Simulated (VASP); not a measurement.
Band structure of Al2CaGe2 (space group P-3m1). These are PBEsol GGA, VASP's PBE PAW potentials (set 64) (plane waves; VASP) values and carry that method's errors.

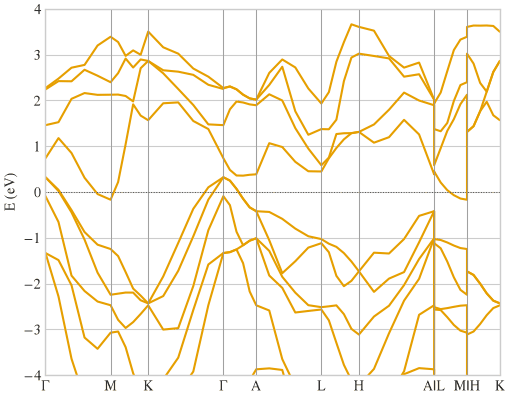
Fig. 1. Bands along high-symmetry lines, zero at the valence-band maximum or, without a gap, the Fermi level

Problem. Read the plot: is there a gap, and where are the band edges?

Solution. It has no gap at this level: it comes out as a metal or semimetal.

The structure comes from a computed database's Al2CaGe2 entry (P-3m1); how it stands against other phases isn't given here. The cell was not relaxed at this level.
